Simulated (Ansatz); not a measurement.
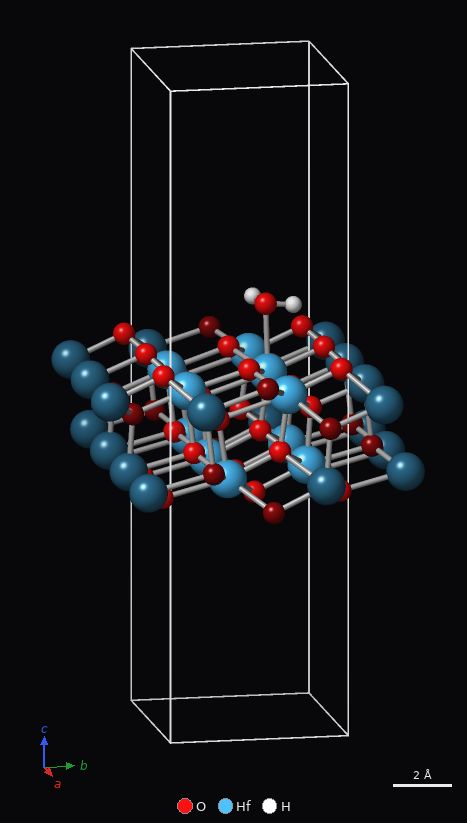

View slightly off an axis, drawn as a ball-and-stick model. The outline marks the simulation cell. Bonded neighbours in the next cells are drawn too, in fainter colours. Cell: a = 7.175 Å, b = 6.327 Å, c = 23.281 Å, α = 90.00°, β = 90.00°, γ = 90.00°.

What is this?

Chemical formula Hf8H2O17. With Z = 1, the cell contains 8 Hf, 2 H, 17 O.

Origin of the cell: a structure listed in the Materials Project, from which a slab was cut and an adsorbate added. The atoms were relaxed in a fixed cell with DFT PBE+D3(BJ), scalar-relativistic, plane waves, PAW (Ansatz), but for twelve held in place.

At this level of theory the run's own cell isn't at rest (forces up to 1.8 eV/Å), so its distances can differ from those at equilibrium, the more so the softer the solid.
